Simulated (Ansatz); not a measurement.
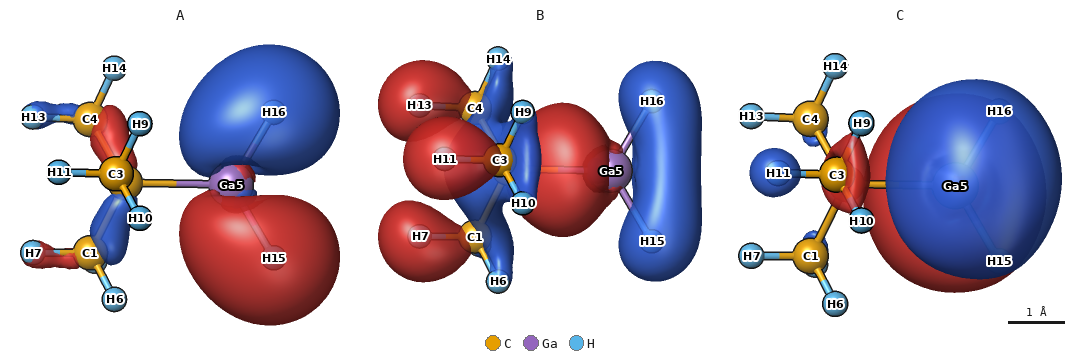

The picture shows: C₄H₁₁Ga (SMILES C[C](C)(C)[GaH2]). Three frontier orbitals at ±0.08 Å⁻³ᐟ² (blue and red are the two phases), in no order.

Geometry: PBE0-D4/def2-TZVP.

Computed with RKS PBE0-D4/def2-TZVPP in Ansatz 0.2.0.

```json
{"atom": "C", "x (Å)": "-0.0295", "y (Å)": "1.0605", "z (Å)": "-1.1264"}
{"atom": "C", "x (Å)": "-0.0239", "y (Å)": "-0.0030", "z (Å)": "-0.0353"}
{"atom": "C", "x (Å)": "1.3976", "y (Å)": "-0.1701", "z (Å)": "0.5043"}
{"atom": "C", "x (Å)": "-0.5116", "y (Å)": "-1.3328", "z (Å)": "-0.5969"}
{"atom": "Ga", "x (Å)": "-1.1264", "y (Å)": "0.5655", "z (Å)": "1.5298"}
{"atom": "H", "x (Å)": "0.3133", "y (Å)": "2.0304", "z (Å)": "-0.7555"}
{"atom": "H", "x (Å)": "0.6376", "y (Å)": "0.7679", "z (Å)": "-1.9494"}
{"atom": "H", "x (Å)": "-1.0257", "y (Å)": "1.2045", "z (Å)": "-1.5555"}
{"atom": "H", "x (Å)": "1.4592", "y (Å)": "-0.9343", "z (Å)": "1.2862"}
{"atom": "H", "x (Å)": "1.8015", "y (Å)": "0.7635", "z (Å)": "0.9100"}
{"atom": "H", "x (Å)": "2.0731", "y (Å)": "-0.4853", "z (Å)": "-0.3038"}
{"atom": "H", "x (Å)": "-1.5219", "y (Å)": "-1.2589", "z (Å)": "-1.0107"}
{"atom": "H", "x (Å)": "0.1469", "y (Å)": "-1.6694", "z (Å)": "-1.4101"}
{"atom": "H", "x (Å)": "-0.5229", "y (Å)": "-2.1195", "z (Å)": "0.1627"}
{"atom": "H", "x (Å)": "-1.2706", "y (Å)": "2.0954", "z (Å)": "1.8866"}
{"atom": "H", "x (Å)": "-1.7968", "y (Å)": "-0.5143", "z (Å)": "2.4640"}
```

Which picture is the HOMO−1, the HOMO and the LUMO?

Answer. A is the HOMO−1 (−8.24 eV). By Hirshfeld shares it lies mainly on Ga5 (about 35 %), H15 (about 30 %) and H16 (about 30 %). B is the HOMO (−6.95 eV). Its weight (Hirshfeld) is mainly on C2 (about 30 %), Ga5 (about 25 %), C3 (about 5 %), C1 (about 5 %) and C4 (about 5 %). C is the LUMO (−1.41 eV). It lies mainly on Ga5 (about 75 %).

What is the HOMO–LUMO gap?

Answer. 5.54 eV between the orbital energies.
